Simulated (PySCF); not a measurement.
# C5H9NOSi: NMR shifts and electronic excitations in gas and solvents

Aim: compute the NMR shifts and electronic excitations of C5H9NOSi (`N#C[C@@H]1COCC[SiH2]1`), and see what a dielectric continuum does where one was used.

Computed with PySCF 2.14.0, with density-fitted response routines of our own, on a single molecule, in the gas phase or a continuum. Atoms count from 0, in the outputs and in this text.

### Step 1. The molecule as given

17 atoms, charge 0, multiplicity 1; geometry from: GFN2-xTB. The atoms were then displaced at random by about 0.01 Å, so the start is not that level's minimum.

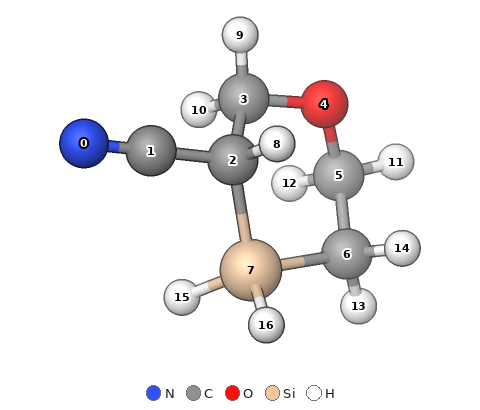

As it starts; nitrogen blue, carbon grey, oxygen red, silicon light orange, hydrogen white, atoms numbered; sticks join atoms by distance.

### Step 2. Optimising the geometry at PBE0-D3(BJ)/def2-SVP

What the job is given:

```
{"job": {"xc": "PBE0", "basis": "def2-SVP", "d3": "d3bj", "grid": 1, "shake": 0.01, "kind": "geom"}, "charge": 0, "multiplicity": 1}
N      3.664520     0.400870    -0.303500
C      2.566340     0.307020     0.075750
C      1.201510     0.172560     0.510170
C      0.746640    -1.254740     0.256460
O     -0.613500    -1.461020     0.666680
C     -1.589750    -0.848130    -0.145750
C     -1.630610     0.669750    -0.006830
Si     0.082090     1.425610    -0.388350
H      1.190420     0.366330     1.616650
H      1.304120    -1.978830     0.842880
H      0.810100    -1.498040    -0.801290
H     -2.526540    -1.298710     0.180850
H     -1.435850    -1.117360    -1.204170
H     -2.426400     1.058910    -0.667330
H     -1.950560     0.904720     1.011490
H      0.349560     1.394430    -1.813850
H      0.241410     2.768470     0.180300
```

The run is started by

```bash
OMP_NUM_THREADS=1 python probes_run.py task.json out
```

This one command runs all jobs of the session in turn.

What it wrote:

```text
step   0  E = -614.57434210  max force = 0.044405
step   1  E = -614.57776882  max force = 0.024377
step   2  E = -614.57915502  max force = 0.004343
step   3  E = -614.57961483  max force = 0.003893
step   4  E = -614.57974508  max force = 0.001703
step   5  E = -614.57976312  max force = 0.000620
step   6  E = -614.57977145  max force = 0.000438
optimisation converged
```

Wall time 3.6 min (1 thread of Intel Xeon at 2.50GHz, shared host); peak memory 0.68 GiB.

Step by step:

| step | energy from step 0 (eV) | largest force component (eV/Å) |
| --- | --- | --- |
| 0 | 0.0000 | 2.2834 |
| 1 | -0.0932 | 1.2535 |
| 2 | -0.1310 | 0.2233 |
| 3 | -0.1435 | 0.2002 |
| 4 | -0.1470 | 0.0876 |
| 5 | -0.1475 | 0.0319 |
| 6 | -0.1477 | 0.0225 |

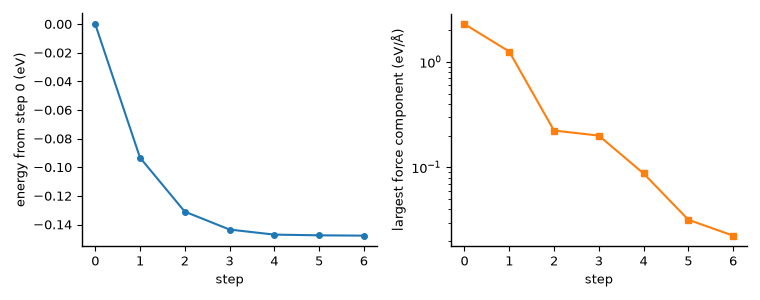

Energy and largest force along the relaxation.

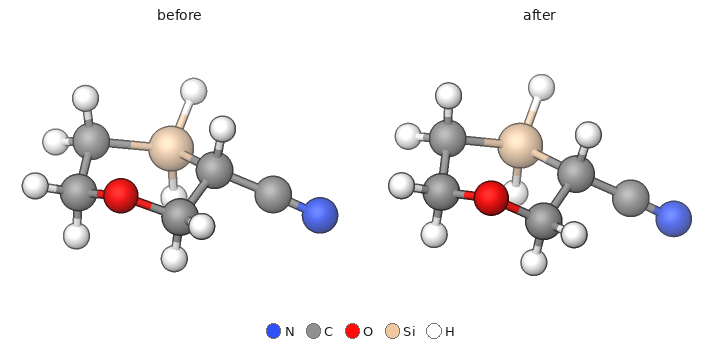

Before and after, at one scale.

Close pairs (by a distance rule), those that changed most:

| bond | before (Å) | after (Å) | change (Å) |
| --- | --- | --- | --- |
| Si7–H15 | 1.451 | 1.494 | +0.043 |
| C3–O4 | 1.436 | 1.394 | -0.042 |
| C2–C3 | 1.519 | 1.548 | +0.029 |
| C6–Si7 | 1.911 | 1.883 | -0.027 |
| Si7–H16 | 1.467 | 1.491 | +0.024 |
| C3–H10 | 1.087 | 1.109 | +0.022 |
| C2–H8 | 1.123 | 1.104 | -0.019 |
| C3–H9 | 1.086 | 1.100 | +0.015 |

The end geometry stands in the next job.

| at the end point | value |
| --- | --- |
| point group (found at 0.08 Å tolerance) | C1 |
| rotational constants (GHz, main isotopes) | 3.030, 1.304, 0.974 |
| dipole moment (D) | 4.28 |

### Step 3. Nuclear shieldings: PBE0/pcSseg-1 in chloroform

What the job is given:

```
{"job": {"kind": "nmr", "xc": "PBE0", "basis": "pcSseg-1", "solvent": "chloroform", "pop": true}, "charge": 0, "multiplicity": 1}
N      3.535029     0.816998    -0.838721
C      2.533254     0.585574    -0.303964
C      1.265111     0.282070     0.323684
C      0.861551    -1.199857     0.126688
O     -0.353286    -1.504575     0.738367
C     -1.498213    -1.016276     0.083602
C     -1.685832     0.492130     0.252787
Si    -0.143958     1.403003    -0.330550
H      1.356282     0.470262     1.407923
H      1.621732    -1.851505     0.583042
H      0.833908    -1.431247    -0.957770
H     -2.349853    -1.562320     0.517124
H     -1.457391    -1.277986    -0.994005
H     -2.575999     0.831139    -0.301847
H     -1.859710     0.722455     1.317234
H     -0.062982     1.429410    -1.821771
H     -0.018359     2.784438     0.216469
```

Method: GIAO PBE0/pcSseg-1 NMR shielding, non-relativistic, IEF-PCM chloroform.

What it wrote:

```text
coarse grid: 14784 points
cycle   1  E = -614.7148407552  dE =  9.709e-01  |g| = 6.403e-01  |ddm| = 3.756e+00
cycle   2  E = -614.5712731699  dE =  1.436e-01  |g| = 1.063e+00  |ddm| = 1.492e+00
cycle   3  E = -614.7908424431  dE = -2.196e-01  |g| = 1.871e-01  |ddm| = 1.005e+00
cycle   4  E = -614.7977219746  dE = -6.880e-03  |g| = 6.721e-02  |ddm| = 1.605e-01
cycle   5  E = -614.7985790052  dE = -8.570e-04  |g| = 1.643e-02  |ddm| = 5.658e-02
cycle   6  E = -614.7986322449  dE = -5.324e-05  |g| = 4.035e-03  |ddm| = 1.711e-02
cycle   7  E = -614.7986355985  dE = -3.354e-06  |g| = 9.898e-04  |ddm| = 3.602e-03
final grid: 138520 points
cycle   8  E = -614.8567324498  dE = -2.765e-05  |g| = 1.129e-02  |ddm| = 2.936e-02
cycle   9  E = -614.8567079500  dE =  2.450e-05  |g| = 1.621e-02  |ddm| = 1.915e-02
cycle  10  E = -614.8567575136  dE = -4.956e-05  |g| = 1.152e-03  |ddm| = 1.161e-02
cycle  11  E = -614.8567577635  dE = -2.499e-07  |g| = 3.660e-04  |ddm| = 1.263e-03
cycle  12  E = -614.8567577833  dE = -1.975e-08  |g| = 1.990e-04  |ddm| = 3.533e-04
cycle  13  E = -614.8567577916  dE = -8.303e-09  |g| = 4.511e-05  |ddm| = 1.594e-04
cycle  14  E = -614.8567577920  dE = -4.434e-10  |g| = 9.246e-06  |ddm| = 5.127e-05
converged SCF energy = -614.8567577920

GIAO shielding tensors (ppm)
atom      isotropic    diamagn.    paramagn.     s11        s22        s33       span
  0 N      -21.911     341.190    -363.101   -194.345   -167.353    295.965    490.310
  1 C       56.901     258.244    -201.343    -65.222    -57.138    293.062    358.284
  2 C      173.591     255.613     -82.022    149.547    175.102    196.125     46.578
  3 C      114.400     243.376    -128.976     84.813     95.487    162.901     78.088
  4 O      286.862     396.511    -109.648    239.928    296.615    324.043     84.114
  5 C      115.471     244.618    -129.147     86.344     95.161    164.909     78.564
  6 C      175.710     254.048     -78.338    155.448    183.923    187.759     32.311
  7 Si     390.272     879.736    -489.463    366.494    393.459    410.864     44.370
  8 H       29.107      29.607      -0.500     25.100     28.149     34.073      8.972
  9 H       26.840      28.386      -1.546     21.713     27.173     31.633      9.920
 10 H       27.863      29.949      -2.086     23.651     28.119     31.819      8.168
 11 H       26.966      28.162      -1.195     21.736     26.361     32.802     11.067
 12 H       27.876      29.754      -1.878     23.469     27.382     32.778      9.309
 13 H       30.535      29.122       1.413     26.368     27.074     38.163     11.794
 14 H       30.142      30.212      -0.070     26.464     27.533     36.430      9.966
 15 H       27.004      28.939      -1.935     24.040     25.479     31.492      7.452
 16 H       26.901      28.148      -1.247     23.639     24.614     32.450      8.811
```

Wall time 83 s (1 thread of Intel Xeon at 2.50GHz, shared host); peak memory 0.97 GiB.

Shifts follow as δ = σ(reference) − σ, with reference shieldings (ppm) from runs at the same level and on the same kind of geometry: 1H TMS 31.25, 13C TMS 185.2, 29Si TMS 351.9, 15N NH3 267.8, 17O H2O 341.0. The references are single molecules in the same continuum, so shifts against H2O, NH3, PH3, H3PO4 or CFCl3 are not on the usual liquid scales and can be off by tens of ppm.

| atoms | environment | σ (ppm) | δ (ppm) |
| --- | --- | --- | --- |
| C1 | nitrile carbon | 56.9 | 128.3 |
| C3 | sp3 CH2 bonded to O | 114.4 | 70.8 |
| C5 | sp3 CH2 bonded to O | 115.5 | 69.7 |
| C2 | sp3 CH bonded to Si, α to a nitrile | 173.6 | 11.6 |
| C6 | sp3 CH2 bonded to Si | 175.7 | 9.5 |
| H9 | hydrogen on an sp3 CH2 bonded to O | 26.84 | 4.41 |
| H16 | hydrogen on a silicon bonded to 2 C, in a 6-membered ring | 26.90 | 4.35 |
| H11 | hydrogen on an sp3 CH2 bonded to O | 26.97 | 4.28 |
| H15 | hydrogen on a silicon bonded to 2 C, in a 6-membered ring | 27.00 | 4.24 |
| H10 | hydrogen on an sp3 CH2 bonded to O | 27.86 | 3.38 |
| H12 | hydrogen on an sp3 CH2 bonded to O | 27.88 | 3.37 |
| H8 | hydrogen on an sp3 CH bonded to Si, α to a nitrile | 29.11 | 2.14 |
| H14 | hydrogen on an sp3 CH2 bonded to Si | 30.14 | 1.10 |
| H13 | hydrogen on an sp3 CH2 bonded to Si | 30.54 | 0.71 |
| N0 | nitrile nitrogen | -21.9 | 289.7 |
| O4 | ether oxygen | 286.9 | 54.1 |
| Si7 | silicon bonded to 2 C, 2 H, in a 6-membered ring | 390.3 | -38.4 |

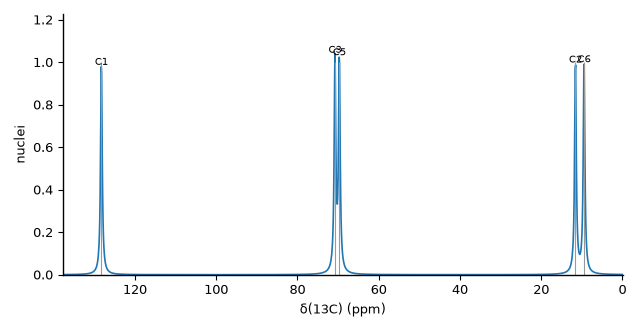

13C lines at the computed shifts, without couplings. Lines are broadened to a width of 0.48 ppm (Lorentzian).

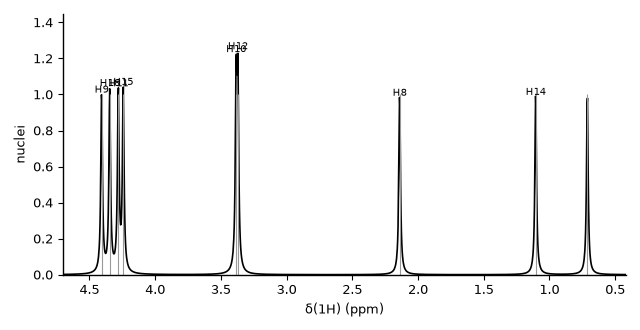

1H lines at the computed shifts, without couplings. Lines are broadened to a width of 0.01 ppm (Lorentzian).

Charges from the same density, by scheme (e):

| atoms | Mulliken | IAO | Hirshfeld | ESP fit |
| --- | --- | --- | --- | --- |
| N0 | -0.32 | -0.32 | -0.28 | -0.51 |
| C1 | 0.15 | 0.16 | 0.09 | 0.27 |
| C2 | -0.59 | -0.44 | -0.10 | -0.07 |
| C3 | 0.13 | -0.04 | 0.01 | 0.07 |
| O4 | -0.52 | -0.40 | -0.15 | -0.44 |
| C5 | 0.04 | -0.05 | 0.01 | 0.20 |
| C6 | -0.55 | -0.56 | -0.16 | -0.33 |
| Si7 | 0.69 | 0.77 | 0.36 | 0.46 |

Hirshfeld charges:

N0 -0.28; C1 0.09; C2 -0.10; C3 0.01; O4 -0.15; C5 0.01; C6 -0.16; Si7 0.36; H8 0.07; H9 0.06; H10 0.04; H11 0.05; H12 0.04; H13 0.06; H14 0.05; H15 -0.07; H16 -0.07

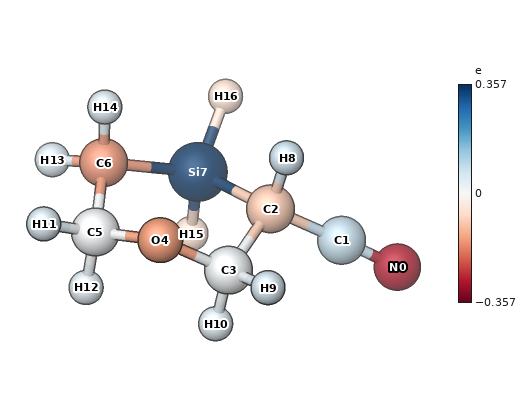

Hirshfeld charges, as colours on the atoms.

Mayer bond orders: N0–C1 3.05, C1–C2 1.01, C2–C3 0.97, C3–O4 0.95, O4–C5 0.92, C5–C6 1.03, C6–Si7 0.92, Si7–C2 0.79.

Ring of atoms C2, C3, O4, C5, C6, Si7: NICS(0) -2.5, NICS(1) -2.1, NICS(1)zz 2.9 ppm (means of both faces).

### Step 4. Shielding tensors: PBE0/pcSseg-1 in water

Settings changed since step 3:

```diff
@@ -1,2 +1,2 @@
-{"job": {"kind": "nmr", "xc": "PBE0", "basis": "pcSseg-1", "solvent": "chloroform", "pop": true}, "charge": 0, "multiplicity": 1}
+{"job": {"kind": "nmr", "xc": "PBE0", "basis": "pcSseg-1", "solvent": "water", "pop": false}, "charge": 0, "multiplicity": 1}
 N      3.535029     0.816998    -0.838721
```

With the program's defaults for keys left out, this is: GIAO PBE0/pcSseg-1 NMR shielding, non-relativistic, IEF-PCM water.

What it wrote:

```text
coarse grid: 14784 points
cycle   1  E = -614.7212542732  dE =  9.646e-01  |g| = 6.336e-01  |ddm| = 3.756e+00
cycle   2  E = -614.5930068677  dE =  1.282e-01  |g| = 1.024e+00  |ddm| = 1.431e+00
cycle   3  E = -614.7954710580  dE = -2.025e-01  |g| = 1.766e-01  |ddm| = 9.517e-01
cycle   4  E = -614.8015940759  dE = -6.123e-03  |g| = 6.383e-02  |ddm| = 1.511e-01
cycle   5  E = -614.8023679222  dE = -7.738e-04  |g| = 1.553e-02  |ddm| = 5.220e-02
cycle   6  E = -614.8024148052  dE = -4.688e-05  |g| = 3.915e-03  |ddm| = 1.617e-02
cycle   7  E = -614.8024179638  dE = -3.159e-06  |g| = 9.289e-04  |ddm| = 3.398e-03
final grid: 138520 points
cycle   8  E = -614.8605035422  dE = -2.783e-05  |g| = 1.124e-02  |ddm| = 2.924e-02
cycle   9  E = -614.8604799294  dE =  2.361e-05  |g| = 1.605e-02  |ddm| = 1.891e-02
cycle  10  E = -614.8605283328  dE = -4.840e-05  |g| = 1.096e-03  |ddm| = 1.134e-02
cycle  11  E = -614.8605285633  dE = -2.305e-07  |g| = 3.130e-04  |ddm| = 1.186e-03
cycle  12  E = -614.8605285768  dE = -1.354e-08  |g| = 1.821e-04  |ddm| = 3.149e-04
cycle  13  E = -614.8605285837  dE = -6.866e-09  |g| = 4.546e-05  |ddm| = 1.439e-04
cycle  14  E = -614.8605285841  dE = -4.411e-10  |g| = 9.011e-06  |ddm| = 4.877e-05
converged SCF energy = -614.8605285841

GIAO shielding tensors (ppm)
atom      isotropic    diamagn.    paramagn.     s11        s22        s33       span
  0 N      -15.105     341.950    -357.055   -184.538   -157.533    296.757    481.294
  1 C       55.023     258.209    -203.186    -67.929    -59.622    292.620    360.550
  2 C      173.713     255.837     -82.124    149.556    174.752    196.831     47.275
  3 C      114.792     243.396    -128.604     85.155     95.862    163.359     78.204
  4 O      288.774     396.914    -108.140    242.593    298.281    325.448     82.855
  5 C      115.492     244.755    -129.263     86.256     94.984    165.235     78.979
  6 C      175.871     253.997     -78.127    155.684    184.141    187.788     32.104
  7 Si     389.979     879.728    -489.749    366.369    392.659    410.910     44.541
  8 H       28.945      29.446      -0.501     24.930     27.933     33.972      9.041
  9 H       26.819      28.353      -1.534     21.643     27.179     31.635      9.992
 10 H       27.784      29.898      -2.115     23.544     28.048     31.759      8.216
 11 H       26.957      28.157      -1.199     21.710     26.353     32.809     11.099
 12 H       27.791      29.704      -1.913     23.392     27.280     32.702      9.310
 13 H       30.440      29.001       1.439     26.244     26.953     38.123     11.880
 14 H       30.101      30.159      -0.058     26.400     27.481     36.421     10.021
 15 H       27.017      28.994      -1.978     24.054     25.502     31.494      7.439
 16 H       26.907      28.154      -1.247     23.646     24.618     32.456      8.810
```

It took 74 s on 1 thread of Intel Xeon at 2.50GHz, shared host; peak memory 0.96 GiB.

In short: δ C1 130.5, C3 70.7, C5 70.0, C2 11.8, H9 4.42, H16 4.33 ppm.

### Step 5. Ultraviolet spectrum: wB97X-D/def2-SVPD

Settings changed since step 4:

```diff
@@ -1,2 +1,2 @@
-{"job": {"kind": "nmr", "xc": "PBE0", "basis": "pcSseg-1", "solvent": "water", "pop": false}, "charge": 0, "multiplicity": 1}
+{"job": {"kind": "uv", "xc": "wB97X-D", "basis": "def2-SVPD", "dynamic": true, "nstates": 6, "ntriplets": 0}, "charge": 0, "multiplicity": 1}
 N      3.535029     0.816998    -0.838721
```

Level: TDDFT wB97X-D/def2-SVPD, vertical, gas phase, core orbitals frozen in the response.

What it wrote:

```text
coarse grid: 14784 points
cycle   1  E = -614.7532374367  dE =  1.166e+00  |g| = 7.272e-01  |ddm| = 5.500e+00
cycle   2  E = -614.6552845188  dE =  9.795e-02  |g| = 1.045e+00  |ddm| = 2.134e+00
cycle   3  E = -614.8733473068  dE = -2.181e-01  |g| = 1.039e-01  |ddm| = 1.346e+00
cycle   4  E = -614.8750712319  dE = -1.724e-03  |g| = 6.476e-02  |ddm| = 2.041e-01
cycle   5  E = -614.8758989203  dE = -8.277e-04  |g| = 1.282e-02  |ddm| = 9.707e-02
cycle   6  E = -614.8759364810  dE = -3.756e-05  |g| = 3.022e-03  |ddm| = 2.863e-02
cycle   7  E = -614.8759391681  dE = -2.687e-06  |g| = 6.403e-04  |ddm| = 9.476e-03
final grid: 138520 points
cycle   8  E = -614.9692701203  dE = -9.946e-05  |g| = 5.085e-03  |ddm| = 1.537e-01
cycle   9  E = -614.9692681600  dE =  1.960e-06  |g| = 6.327e-03  |ddm| = 2.140e-02
cycle  10  E = -614.9692763100  dE = -8.150e-06  |g| = 1.166e-03  |ddm| = 7.932e-03
cycle  11  E = -614.9692766012  dE = -2.911e-07  |g| = 4.408e-04  |ddm| = 2.217e-03
cycle  12  E = -614.9692766501  dE = -4.892e-08  |g| = 1.010e-04  |ddm| = 1.032e-03
cycle  13  E = -614.9692766525  dE = -2.425e-09  |g| = 4.052e-05  |ddm| = 2.346e-04
cycle  14  E = -614.9692766530  dE = -4.561e-10  |g| = 8.240e-06  |ddm| = 1.015e-04
converged SCF energy = -614.9692766530

Static polarisability (au): isotropic 89.906, principal 74.404 86.363 108.951

Singlet excitations
state   eV       nm        f      main configurations
  1   7.2045    172.1   0.00614   H-1->L+3 0.17, H-1->L+2 0.15, H-1->L 0.10
  2   7.6251    162.6   0.01661   H->L 0.64, H->L+1 0.09
  3   7.6851    161.3   0.02274   H->L+3 0.22, H-1->L+2 0.18
  4   7.8798    157.3   0.00688   H->L+2 0.33, H-3->L+2 0.15, H-3->L+6 0.09
  5   7.9276    156.4   0.00460   H->L+1 0.68, H-1->L+1 0.09
  6   8.1630    151.9   0.00453   H-1->L+1 0.50, H-1->L 0.16, H->L+1 0.09
```

Run time: 2.8 min. Hardware: 1 thread of Intel Xeon at 2.50GHz, shared host; peak memory 1.1 GiB.

The orbitals next to the gap, with their largest atomic shares:

| orbital | eV | atoms |
| --- | --- | --- |
| HOMO−3 | -11.40 | N0 37 %, C1 28 %, C2 7 % |
| HOMO−2 | -11.03 | O4 22 %, C6 14 %, C5 14 % |
| HOMO−1 | -10.43 | N0 19 %, C2 15 %, C1 13 % |
| HOMO | -9.93 | O4 43 %, C2 10 %, C3 8 % |
| LUMO | 1.79 | Si7 24 %, C6 10 %, C5 7 % |
| LUMO+1 | 1.97 | Si7 30 %, C1 11 %, H16 11 % |
| LUMO+2 | 2.31 | Si7 23 %, N0 21 %, C1 16 % |

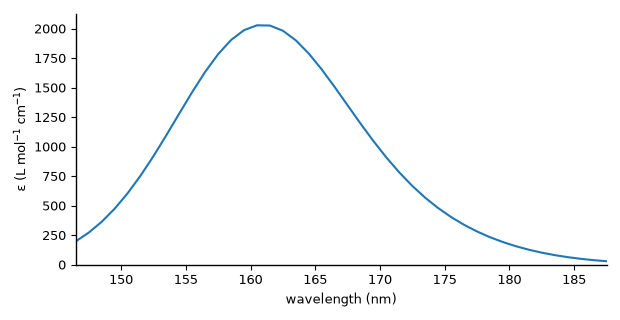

Absorption spectrum: each of the 6 states is a Gaussian band of 0.4 eV half-width at 1/e. Beyond the last state computed it falls off for lack of states.

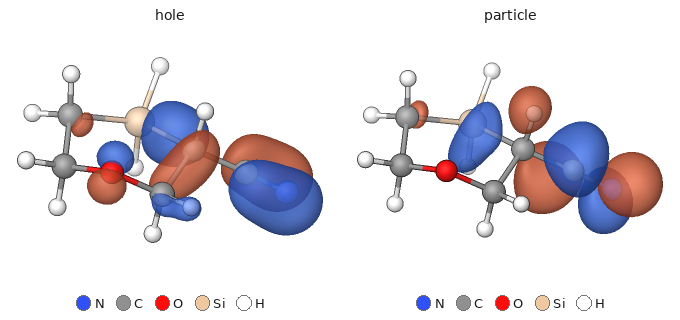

Leading natural transition orbitals of singlet state 3: the electron leaves the hole (left) for the particle orbital (right).

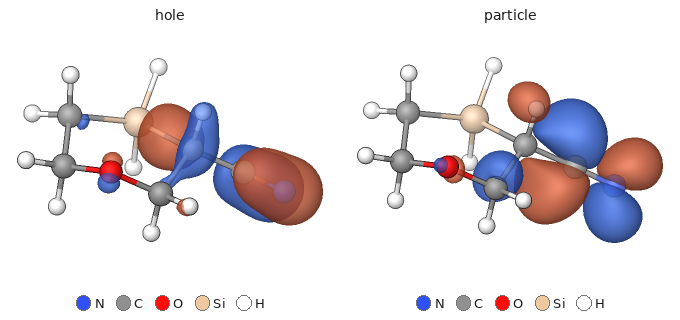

Leading natural transition orbitals of singlet state 1: the electron leaves the hole (left) for the particle orbital (right).

Ground-state properties from the same run:

| property | computed |
| --- | --- |
| dipole moment (D) | 4.53 |
| polarisability (Å³) | 13.32 |
| HOMO–LUMO gap (eV) | 11.72 |
| −ε(HOMO) (eV) | 9.93 |
| C6 with itself (au) | 3350 |

The fields below are evaluated on a grid from the run's orbitals.

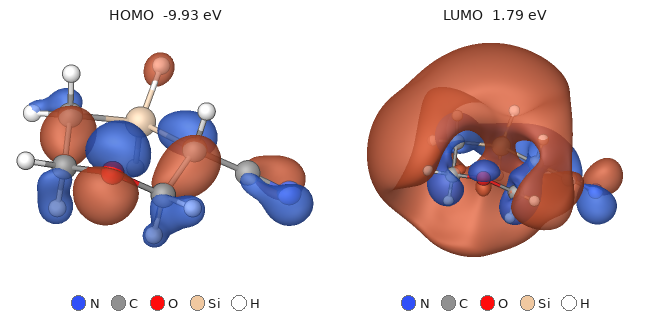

wB97X-D/def2-SVPD orbitals near the gap, drawn at the value that encloses 70 % of each; the two colours are the two signs.

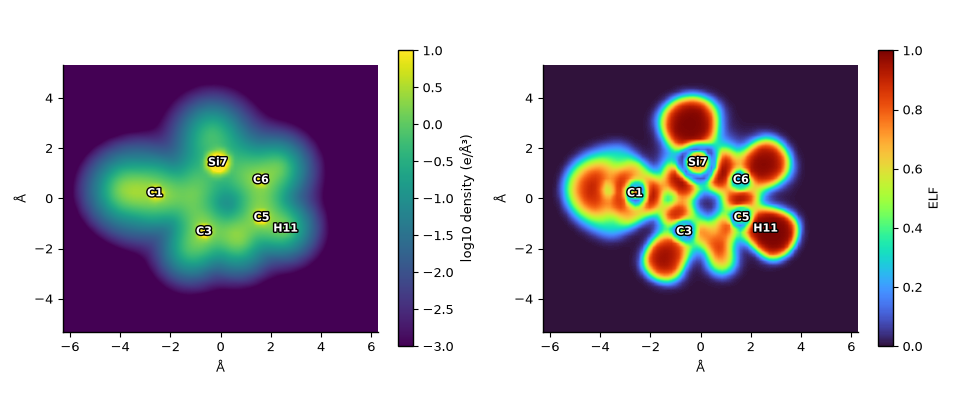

Density (left) and ELF (right) in a plane through or near 6 of the atoms.

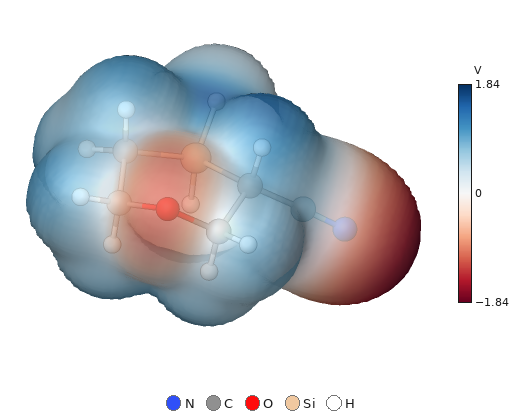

The potential that a unit positive charge feels on the 0.002 e/bohr³ surface, from the 1st to the 99th percentile, from -1.84 V near N0 to 1.34 V near H8.

(Part 1 of 2 ends here.)
